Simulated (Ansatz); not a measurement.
## Decaying states in the gap of K3BrClF

Aim: relax a made-up compound, K3BrClF, and see how good a tunnel barrier it would be. It is built by putting F for part of the Cl in the K3BrCl2 structure of space group P-3m1, with the volume rescaled by atomic radii. The parent structure comes from the Materials Project.

Main program and level: Ansatz 0.2.0; PBE DFT, plane waves, PAW files, in the first sound run; inputs show where later runs differ.

The structure was built from a prototype and need not be the compound's stable phase.

## (1) Set-up

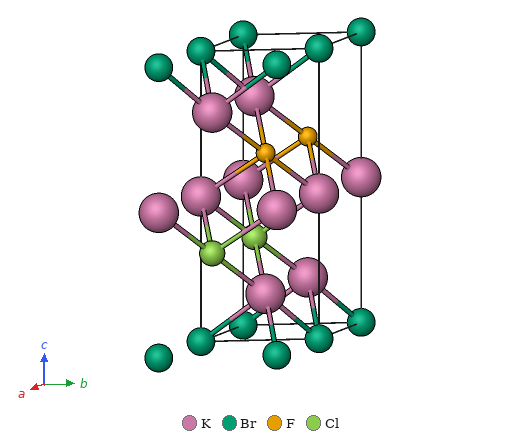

Start, viewed slightly off an axis; potassium pink, bromine teal, fluorine orange, chlorine green. 2×1×1 cells are drawn. Bonds to atoms that aren't drawn are left out. Some periodic images of atoms are drawn too.

As a file:

```cif
data_structure
_symmetry_space_group_name_H-M 'P3m1'
_symmetry_Int_Tables_number 156
_cell_length_a 4.4302
_cell_length_b 4.4302
_cell_length_c 10.8671
_cell_angle_alpha 90.000
_cell_angle_beta 90.000
_cell_angle_gamma 120.000
_cell_volume 184.71
loop_
_atom_site_label
_atom_site_type_symbol
_atom_site_symmetry_multiplicity
_atom_site_Wyckoff_symbol
_atom_site_fract_x
_atom_site_fract_y
_atom_site_fract_z
_atom_site_occupancy
K1 K 1 a 0.00000 0.00000 0.50000 1
K2 K 1 b 0.33333 0.66667 0.17698 1
K3 K 1 c 0.66667 0.33333 0.82302 1
Br1 Br 1 a 0.00000 0.00000 0.00000 1
F1 F 1 b 0.33333 0.66667 0.66169 1
Cl1 Cl 1 c 0.66667 0.33333 0.33831 1
```

## (2) Relaxing the new crystal

The substituted atoms don't fit the parent's cell, so cell and atoms relax together. A small smearing keeps the run stable in case the gap closes on the way.

File input.yaml:

```yaml
crystal:
  lattice:
    - [4.4302198738, 0.0, 0.0]
    - [-2.2151099369, 3.836682955, 0.0]
    - [0.0, 0.0, 10.8671416905]
  atoms:
    - { symbol: K, position: [0.0, 0.0, 0.5] }
    - { symbol: K, position: [0.3333333333, 0.6666666667, 0.17698219] }
    - { symbol: K, position: [0.6666666667, 0.3333333333, 0.82301781] }
    - { symbol: Br, position: [0.0, 0.0, 0.0] }
    - { symbol: F, position: [0.3333333333, 0.6666666667, 0.66169314] }
    - { symbol: Cl, position: [0.6666666667, 0.3333333333, 0.33830686] }
kpoints:
  mp_grid: { grid: [6, 6, 2] }
scf:
  occupations: { method: gaussian, width: 0.03 }
hamiltonian:
  xc: pbe
output:
  forces: true
  stress: true
relax:
  f_tol: 0.02
  max_steps: 60
  cell: {}
```

On the command line:

```console
> ansatz run input.yaml --threads 2 --pin off --max-ram 4096MiB --backend cpu --events-out ev --progress --plain --runs-dir out
```

Numbers of over 12 decimals in the logs are rounded to 6 here.

Output:

```text
Engine: ansatz 0.2.0, x86_64-unknown-linux-gnu
Pseudopotentials: kind: paw
Pseudopotential: K, paw, valence charge 9, recommended cutoff 420 eV (normal), K.paw.azcp
Pseudopotential: Br, paw, valence charge 7, recommended cutoff 420 eV (normal), Br.paw.azcp
Pseudopotential: F, paw, valence charge 7, recommended cutoff 420 eV (normal), F.paw.azcp
Pseudopotential: Cl, paw, valence charge 7, recommended cutoff 420 eV (normal), Cl.paw.azcp
Functional definition: PBE
  parameter kappa = 0.804
  parameter beta = 0.066725
  exchange = pbe_x(kappa = kappa, mu = beta*pi^2/3)
  correlation = pbe_c(beta = beta)
Crystal: 6 atoms, lattice volume = 184.713 Å³
Basis set: ecut = 420 eV, 3679 PW (Γ), exchange–correlation on 60×60×150 points (8 copies of the dense FFT grid, shifted against one another)
Bands: 30, of which v1, the nominal top of the filled ones, is band 24 counted from 1 (23 counted from 0)
Symmetry: 6 space group operations
Space group: P3m1 (ITA 156), of the structure as read, at distance tolerance 5.7e-5 Å
k-points: 14 of 72 (time reversal used)
Non-local potential: K, projectors of the file, l = 0: 3, l = 1: 2, l = 2: 2
Non-local potential: Br, projectors of the file, l = 0: 2, l = 1: 2, l = 2: 2
Non-local potential: F, projectors of the file, l = 0: 2, l = 1: 2, l = 2: 1
Non-local potential: Cl, projectors of the file, l = 0: 2, l = 1: 2, l = 2: 2
PAW form: soft (Blöchl's): semilocal exchange-correlation on the pseudo side does not see the compensation charge
PAW one-centre angular grid: K, 110 points (default); XC on 64 Gauss nodes
PAW one-centre angular grid: Br, 110 points (default); XC on 64 Gauss nodes
PAW one-centre angular grid: F, 110 points (default); XC on 64 Gauss nodes
PAW one-centre angular grid: Cl, 110 points (default); XC on 64 Gauss nodes
Initial density: superposition of atomic densities (neutral atoms: chi_scale 0, normalization atom), corrected by the library's trained network
Initial wavefunctions: pseudopotential atomic-orbital guess
Functional: x = pbe(κ = 0.804, μ = 0.219515), c = pbe(β = 0.066725)
SCF iter   1: F=—  HF=-9294.021254 eV  |F-HF|=—  |Δ(HF+E_count)|=         —  Δρ=6.31e-4  dr2=1.54e-3  ethr=1.77e-3  ⟨swp⟩=11.6  Hψ=2470  notcnv=0
preconditioner: auto → Resta (q_TF=auto, 2.179 Å⁻¹)  ε∞=2.5  [insulator: Δε(μ)=4.592 eV  Ē_g=14.332 eV  σ=0.030 eV  W_gap=1.00  n_scr=36 (ndim 8)  ℏωp=17.7 eV  f_vac=0.129  D(μ)=0.00/eV (n_scr^D=0)  ε∞_Penn≈2.5]
SCF iter   2: F=—  HF=-9294.018205 eV  |F-HF|=—  |Δ(HF+E_count)|=   3.05e-3  Δρ=4.24e-4  dr2=4.19e-4  ethr=3.20e-6  ⟨swp⟩=2.1  Hψ=891  notcnv=0  defer=15
SCF iter   3: F=—  HF=-9294.018164 eV  |F-HF|=—  |Δ(HF+E_count)|=   4.14e-5  Δρ=1.56e-4  dr2=1.34e-4  ethr=8.74e-7  ⟨swp⟩=2.0  Hψ=689  notcnv=0  defer=15
SCF iter   4: F=—  HF=-9294.018151 eV  |F-HF|=—  |Δ(HF+E_count)|=   1.26e-5  Δρ=1.07e-4  dr2=2.02e-5  ethr=2.78e-7  ⟨swp⟩=2.4  Hψ=665  notcnv=0  defer=15
SCF iter   5: F=—  HF=-9294.018197 eV  |F-HF|=—  |Δ(HF+E_count)|=   4.56e-5  Δρ=3.03e-5  dr2=2.01e-6  ethr=4.21e-8  ⟨swp⟩=2.0  Hψ=690  notcnv=0  defer=15
SCF iter   6: F=—  HF=-9294.018198 eV  |F-HF|=—  |Δ(HF+E_count)|=   9.73e-7  Δρ=8.19e-6  dr2=1.69e-7  ethr=4.18e-9  ⟨swp⟩=2.0  Hψ=536  notcnv=0  defer=16
SCF iter   7: F=-9294.018198 eV  HF=-9294.018198 eV  |F-HF|=1.98e-9  |Δ(HF+E_count)|=   2.24e-7  Δρ=2.37e-6  dr2=1.16e-8  ethr=2.08e-10  ⟨swp⟩=4.0  Hψ=1387  notcnv=0
SCF 1 converged in 7 iterations: F = -9294.018198 eV  dr2 = 1.16e-8
  greatest PAW one-centre occupation: 0.988 electrons in one spin orbital (limit 2), on the K atom at site 1 (counted from 0), in its partial waves of l = 0
relax step   1: F+E_penalty+E_count = -9294.01819785 eV  Δ(F+E_penalty+E_count) = +0.000e0 eV  max|allowed force component| = 6.491e-1 eV/Å  Δτ_max = 0.0000 Å  P = +0.015 GPa  Ω = 184.713 Å³  (7 SCF iters, dr2 threshold 1.00e-7 eV, accepted)
Crystal: 6 atoms, lattice volume = 182.553 Å³
Basis set: ecut = 420 eV, 3595 PW (Γ), exchange–correlation on 60×60×150 points (8 copies of the dense FFT grid, shifted against one another)
Initial density: handed on by an earlier stage of this run
Initial wavefunctions: those handed on with the density
iter 1 solved again at ethr=5.53e-4 eV; its pass at ethr=3.10e-3 eV (dr2=2.65e-1 eV) is discarded
SCF iter   1: F=—  HF=-9294.291569 eV  |F-HF|=—  |Δ(HF+E_count)|=         —  Δρ=1.07e-2  dr2=2.79e-1  ethr=5.53e-4  ⟨swp⟩=1.2  Hψ=2594  notcnv=0
preconditioner: auto → Resta (q_TF=auto, 2.184 Å⁻¹)  ε∞=2.6  [insulator: Δε(μ)=4.091 eV  Ē_g=13.787 eV  σ=0.030 eV  W_gap=1.00  n_scr=36 (ndim 8)  ℏωp=17.4 eV  f_vac=0.111  D(μ)=0.00/eV (n_scr^D=0)  ε∞_Penn≈2.6]
SCF iter   2: F=—  HF=-9294.199752 eV  |F-HF|=—  |Δ(HF+E_count)|=   9.18e-2  Δρ=3.52e-3  dr2=2.98e-2  ethr=5.53e-4  ⟨swp⟩=2.2  Hψ=760  notcnv=0
SCF iter   3: F=—  HF=-9294.192157 eV  |F-HF|=—  |Δ(HF+E_count)|=   7.59e-3  Δρ=1.38e-3  dr2=2.35e-3  ethr=6.21e-5  ⟨swp⟩=3.1  Hψ=827  notcnv=0
SCF iter   4: F=—  HF=-9294.192137 eV  |F-HF|=—  |Δ(HF+E_count)|=   2.07e-5  Δρ=9.78e-4  dr2=1.20e-3  ethr=4.90e-6  ⟨swp⟩=2.0  Hψ=879  notcnv=0  defer=6
SCF iter   5: F=—  HF=-9294.191894 eV  |F-HF|=—  |Δ(HF+E_count)|=   2.43e-4  Δρ=1.14e-4  dr2=1.60e-5  ethr=2.49e-6  ⟨swp⟩=2.0  Hψ=677  notcnv=0  defer=6
SCF iter   6: F=—  HF=-9294.191976 eV  |F-HF|=—  |Δ(HF+E_count)|=   8.28e-5  Δρ=1.91e-5  dr2=6.39e-7  ethr=3.34e-8  ⟨swp⟩=2.0  Hψ=644  notcnv=0  defer=6
SCF iter   7: F=-9294.191977 eV  HF=-9294.191977 eV  |F-HF|=5.96e-8  |Δ(HF+E_count)|=   4.48e-7  Δρ=4.90e-6  dr2=4.92e-8  ethr=1.25e-9  ⟨swp⟩=4.0  Hψ=1414  notcnv=0
SCF 2 converged in 7 iterations: F = -9294.191977 eV  dr2 = 4.92e-8
  greatest PAW one-centre occupation: 0.987 electrons in one spin orbital (limit 2), on the K atom at site 1 (counted from 0), in its partial waves of l = 0
relax step   2: F+E_penalty+E_count = -9294.19197685 eV  Δ(F+E_penalty+E_count) = -1.738e-1 eV  max|allowed force component| = 2.047e-1 eV/Å  Δτ_max = 0.1949 Å  P = -0.309 GPa  Ω = 182.553 Å³  energy of the carried Pulay correction = +9.439e-4 eV  (7 SCF iters, dr2 threshold 6.00e-7 eV, accepted)
Crystal: 6 atoms, lattice volume = 178.232 Å³
Basis set: ecut = 420 eV, 3499 PW (Γ), exchange–correlation on 60×60×150 points (8 copies of the dense FFT grid, shifted against one another)
iter 1 solved again at ethr=3.39e-4 eV; its pass at ethr=3.10e-3 eV (dr2=1.63e-1 eV) is discarded
SCF iter   1: F=—  HF=-9294.297465 eV  |F-HF|=—  |Δ(HF+E_count)|=         —  Δρ=8.30e-3  dr2=1.64e-1  ethr=3.39e-4  ⟨swp⟩=1.3  Hψ=2657  notcnv=0
preconditioner: auto → Resta (q_TF=auto, 2.192 Å⁻¹)  ε∞=2.6  [insulator: Δε(μ)=4.009 eV  Ē_g=13.843 eV  σ=0.030 eV  W_gap=1.00  n_scr=36 (ndim 8)  ℏωp=17.6 eV  f_vac=0.091  D(μ)=0.00/eV (n_scr^D=0)  ε∞_Penn≈2.6]
SCF iter   2: F=—  HF=-9294.244255 eV  |F-HF|=—  |Δ(HF+E_count)|=   5.32e-2  Δρ=2.89e-3  dr2=1.83e-2  ethr=3.39e-4  ⟨swp⟩=2.3  Hψ=760  notcnv=0
SCF iter   3: F=—  HF=-9294.239663 eV  |F-HF|=—  |Δ(HF+E_count)|=   4.59e-3  Δρ=1.28e-3  dr2=2.08e-3  ethr=3.81e-5  ⟨swp⟩=2.9  Hψ=784  notcnv=0
SCF iter   4: F=—  HF=-9294.239345 eV  |F-HF|=—  |Δ(HF+E_count)|=   3.18e-4  Δρ=6.27e-4  dr2=5.01e-4  ethr=4.33e-6  ⟨swp⟩=2.0  Hψ=799  notcnv=0
SCF iter   5: F=—  HF=-9294.239335 eV  |F-HF|=—  |Δ(HF+E_count)|=   9.93e-6  Δρ=1.07e-4  dr2=2.40e-5  ethr=1.04e-6  ⟨swp⟩=2.0  Hψ=660  notcnv=0
SCF iter   6: F=-9294.239338 eV  HF=-9294.239338 eV  |F-HF|=1.84e-7  |Δ(HF+E_count)|=   3.13e-6  Δρ=1.15e-5  dr2=4.57e-7  ethr=1.25e-9  ⟨swp⟩=3.1  Hψ=1861  notcnv=0
SCF 3 converged in 6 iterations: F = -9294.239338 eV  dr2 = 4.57e-7
relax step   3: F+E_penalty+E_count = -9294.23933814 eV  Δ(F+E_penalty+E_count) = -4.736e-2 eV  max|allowed force component| = 7.994e-2 eV/Å  Δτ_max = 0.1455 Å  P = -0.194 GPa  Ω = 178.232 Å³  energy of the carried Pulay correction = +2.866e-3 eV  (6 SCF iters, dr2 threshold 6.00e-7 eV, accepted)
[...]
relax step   4: F+E_penalty+E_count = -9294.24234973 eV  Δ(F+E_penalty+E_count) = -3.012e-3 eV  max|allowed force component| = 2.529e-2 eV/Å  Δτ_max = 0.0119 Å  P = -0.102 GPa  Ω = 177.455 Å³  energy of the carried Pulay correction = +3.217e-3 eV  (5 SCF iters, dr2 threshold 3.99e-7 eV, accepted)
[...]
relax step   5: F+E_penalty+E_count = -9294.24321990 eV  Δ(F+E_penalty+E_count) = -8.702e-4 eV  max|allowed force component| = 7.295e-3 eV/Å  Δτ_max = 0.0061 Å  P = -0.013 GPa  Ω = 176.642 Å³  energy of the carried Pulay correction = +3.585e-3 eV  (6 SCF iters, dr2 threshold 4.00e-8 eV, accepted)
[...]
relax step   6: F+E_penalty+E_count = -9294.24070068 eV  Δ(F+E_penalty+E_count) = +2.519e-3 eV  max|allowed force component| = 7.290e-3 eV/Å  Δτ_max = 0.0000 Å  P = -0.046 GPa  Ω = 176.642 Å³  stress off target by 5.67e-2 GPa  SCF on the basis re-selected at this cell (its energy is not comparable with the rows above)  (5 SCF iters)
[...]
relax step   7: F+E_penalty+E_count = -9294.24095457 eV  Δ(F+E_penalty+E_count) = -2.539e-4 eV  max|allowed force component| = 7.143e-3 eV/Å  Δτ_max = 0.0041 Å  P = -0.006 GPa  Ω = 176.249 Å³  energy of the carried Pulay correction = +1.671e-4 eV  (6 SCF iters, dr2 threshold 8.04e-9 eV, accepted)
iter 1 solved again at ethr=5.42e-7 eV; its pass at ethr=3.10e-3 eV (dr2=2.60e-4 eV) is discarded
SCF iter   1: F=—  HF=-9294.240717 eV  |F-HF|=—  |Δ(HF+E_count)|=         —  Δρ=9.88e-6  dr2=2.65e-8  ethr=5.42e-7  ⟨swp⟩=3.1  Hψ=3468  notcnv=0
eigensolver tolerance schedule: the retry pair's looser diagonalisation over-reported the residual by 9807.71 of it (diagonalisation noise at an unbounded share of the residual, at the tolerance the schedule requests for it); recorded, not acted on — ethr = c·dr2/N_el stays at c = 1.0e-1
preconditioner: auto → Resta (q_TF=auto, 2.197 Å⁻¹)  ε∞=2.6  [insulator: Δε(μ)=4.225 eV  Ē_g=13.888 eV  σ=0.030 eV  W_gap=1.00  n_scr=36 (ndim 8)  ℏωp=17.7 eV  f_vac=0.093  D(μ)=0.00/eV (n_scr^D=0)  ε∞_Penn≈2.6]
SCF iter   2: F=—  HF=-9294.240783 eV  |F-HF|=—  |Δ(HF+E_count)|=   6.59e-5  Δρ=4.89e-6  dr2=1.20e-8  ethr=5.53e-11  ⟨swp⟩=3.9  Hψ=1143  notcnv=0
SCF iter   3: F=—  HF=-9294.240783 eV  |F-HF|=—  |Δ(HF+E_count)|=   1.03e-8  Δρ=2.36e-6  dr2=1.64e-9  ethr=2.50e-11  ⟨swp⟩=2.0  Hψ=652  notcnv=0
SCF iter   4: F=—  HF=-9294.240783 eV  |F-HF|=—  |Δ(HF+E_count)|=   3.37e-9  Δρ=3.92e-7  dr2=1.93e-10  ethr=3.42e-12  ⟨swp⟩=2.0  Hψ=697  notcnv=0
SCF iter   5: F=-9294.240783 eV  HF=-9294.240783 eV  |F-HF|=2.55e-11  |Δ(HF+E_count)|=  2.00e-11  Δρ=1.19e-7  dr2=2.76e-11  ethr=1.00e-12  ⟨swp⟩=4.2  Hψ=1408  notcnv=0
SCF 8 converged in 5 iterations: F = -9294.240783 eV  dr2 = 2.76e-11
relax step   8: F+E_penalty+E_count = -9294.24078282 eV  Δ(F+E_penalty+E_count) = +1.718e-4 eV  max|allowed force component| = 7.143e-3 eV/Å  Δτ_max = 0.0000 Å  P = -0.007 GPa  Ω = 176.249 Å³  stress off target by 8.67e-3 GPa  SCF on the basis re-selected at this cell (its energy is not comparable with the rows above)  (5 SCF iters)
basis re-selected at this cell: Δ(F+E_penalty+E_count) = +1.718e-4 eV, ΔP = -0.001 GPa vs the last step (what re-selecting the basis moved, of the pressure what is left beyond the Pulay correction that the steps carried, after the strain that the cell walked since its last selection, with what the two solves' SCF thresholds leave and, on support functions, any second-order correction that the steps lacked; it is no m [...]
SCF converged after 5 iterations
Free energy (F): -9294.240783 eV
Harris-Foulkes:  -9294.240783 eV  (|F-HF|=2.55e-11)
Internal energy: -9294.240783 eV  (E = F + TS)
E sigma→0 (E₀):  -9294.240783 eV
Fermi energy:    3.723649 eV
--- Per-component energies (eV) ---
  E_band       = -406.523822
  E_kinetic    = 1265.171463
  E_local      = -3014.209161  (includes V_loc(G=0)·N_el)
  E_nonlocal   = 209.718519
  E_hartree    = 1059.697772
  E_xc         = -859.838330
  E_vxc        = -826.147430  (∫ρ·V_xc dr)
  E_paw        = -5451.444407  (= ΣΔE_a)
  E_vpaw       = -160.454943  (= ΣTr[D̂ρ^β])
  E_aug_tail   = 0.002130  (compensation charges beyond the density's cutoff)
  E_ewald      = -2503.338769
  E_smearing   = -0.000000  (= −TS)
  E_closure    = -0.000000  (closes the sum)
  Σ components = -9294.240783   (vs F -9294.240783, Δ=0.00e0)
--- Forces (eV/Å), atoms counted from 1 ---
  atom   1  K     -0.00000000     0.00000000     0.00157759
  atom   2  K      0.00000000     0.00000000    -0.00303708
  atom   3  K     -0.00000000    -0.00000000     0.00145950
  atom   4  Br    -0.00000000    -0.00000000     0.00249768
  atom   5  F      0.00000000     0.00000000    -0.00714279
  atom   6  Cl    -0.00000000     0.00000000     0.00464403
  max |Σ_I F_I| component: 1.07e-6 eV/Å
--- Stress (GPa, compression-positive) ---
       -0.006296       0.000000       0.000000
        0.000000      -0.006296      -0.000000
        0.000000      -0.000000      -0.008673
  P = ⅓ Tr σ = -0.0071 GPa (-0.071 kbar)
--- Relaxed structure (6 steps of the walk, 6 accepted, 2 SCFs on fresh bases) ---
  F+E_penalty+E_count = -9294.24078282 eV   max|allowed force component| = 7.143e-3 eV/Å   (the final SCF, on the basis selected at the relaxed cell)
  cell:  # Å, volume = 176.2485 Å³
    - [4.335525, 0, -4.108784071222811e-18]
    - [-2.167762, 3.754675, 2.054392035611373e-18]
    - [-1.0078673282576042e-17, 0, 10.827083]
  atoms:
    - { symbol: K, position: [2.6657139179631957e-18, 0, 0.529365] }
    - { symbol: K, position: [0.333333, 0.666667, 0.177861] }
    - { symbol: K, position: [0.666667, 0.333333, 0.792708] }
    - { symbol: Br, position: [-1.3734711857003852e-18, 0, -0.015130] }
    - { symbol: F, position: [0.333333, 0.666667, 0.661205] }
    - { symbol: Cl, position: [0.666667, 0.333333, 0.353990] }
```

The job ended after 11 s (2 threads of Intel Xeon Platinum 8488C (Sapphire Rapids), shared host; peak memory 0.49 GiB; 22 s of CPU time).

Relaxation path:

| step | energy less that of the first step (eV) | largest force component (eV/Å) | pressure (GPa) | volume (Å³) |
| --- | --- | --- | --- | --- |
| 1 | 0.0000 | 0.6491 | 0.02 | 184.71 |
| 2 | -0.1738 | 0.2047 | -0.31 | 182.55 |
| 3 | -0.2211 | 0.0799 | -0.19 | 178.23 |
| 4 | -0.2242 | 0.0253 | -0.10 | 177.45 |
| 5 | -0.2250 | 0.0073 | -0.01 | 176.64 |
| 6* | -0.2225 | 0.0073 | -0.05 | 176.64 |
| 7 | -0.2228 | 0.0071 | -0.01 | 176.25 |
| 8* | -0.2226 | 0.0071 | -0.01 | 176.25 |

Relaxation steps marked * repeat the geometry before them on a plane-wave basis chosen anew for their cell, so energy and pressure can jump there.

The run keeps the 6 symmetry operations that it works with, so distortions that break them were not tested.

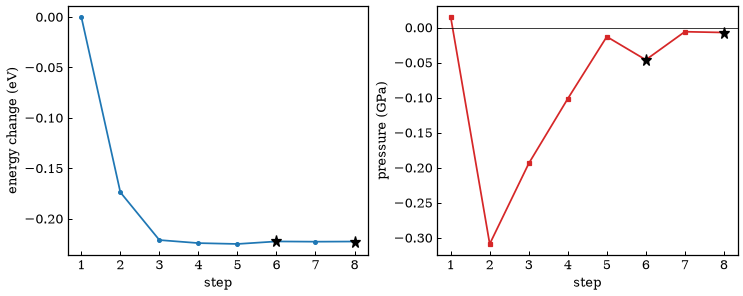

Energy and pressure along the relaxation. Stars mark steps on a basis chosen anew.

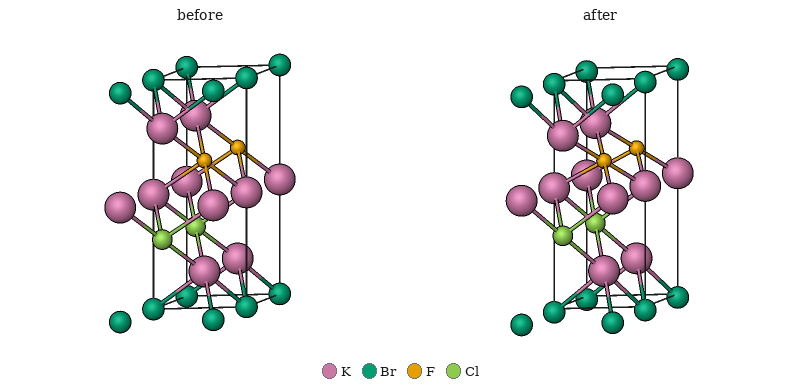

The structure before and after the relaxation, drawn at the same scale. Bonds to atoms that aren't drawn are left out.

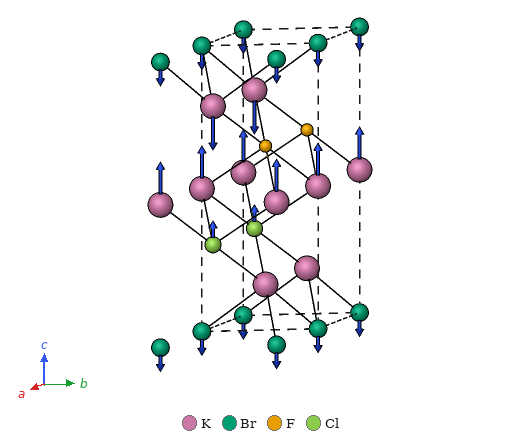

Displacements in the relaxation, exaggerated, measured against the changing cell; the longest in the cell stands for 0.33 Å. Bonds to atoms that aren't drawn are left out. 2×1×1 cells are drawn. Some periodic images of atoms are drawn too.

| conventional cell, symmetrised | before | after | change |
| --- | --- | --- | --- |
| a (Å) | 4.430 | 4.336 | -2.1 % |
| b (Å) | 4.430 | 4.336 | -2.1 % |
| c (Å) | 10.867 | 10.827 | -0.4 % |
| volume (Å³/atom) | 30.79 | 29.37 | -4.6 % |

The atoms that moved most (Å, as changes of fractional coordinates times the final cell):

| atom | dx | dy | dz | length |
| --- | --- | --- | --- | --- |
| K3 | 0.000 | 0.000 | -0.328 | 0.328 |
| K1 | 0.000 | 0.000 | 0.318 | 0.318 |
| Cl6 | 0.000 | 0.000 | 0.170 | 0.170 |
| Br4 | 0.000 | 0.000 | -0.164 | 0.164 |
| K2 | 0.000 | 0.000 | 0.010 | 0.010 |
| F5 | 0.000 | 0.000 | -0.005 | 0.005 |

The relaxed structure:

```xyz
6
Lattice="4.3355 0.0000 0.0000 -2.1678 3.7547 0.0000 0.0000 0.0000 10.8271" Properties=species:S:1:pos:R:3 pbc="T T T"
K     0.0000    0.0000    5.7315
K     0.0000    2.5031    1.9257
K     2.1678    1.2516    8.5827
Br    0.0000    0.0000   -0.1638
F     0.0000    2.5031    7.1589
Cl    2.1678    1.2516    3.8327
```

This step gave:

```
free energy  : -9294.2408 eV
Fermi energy : 3.724 eV
pressure     : -0.007089 GPa
```

The largest force component on a free atom ends at 0.0071 eV/Å.

[end of part 1 of 3]

[Logs are printed without paths, hosts, clocks, repeated set-up lines and the standing remarks that a program may print on its own settings, such as how far it seeks lower states.]

[Hosts, paths, dates, database ids (printed as entryN), source tags and the programs' standing remarks are cut or masked in the printed files.]
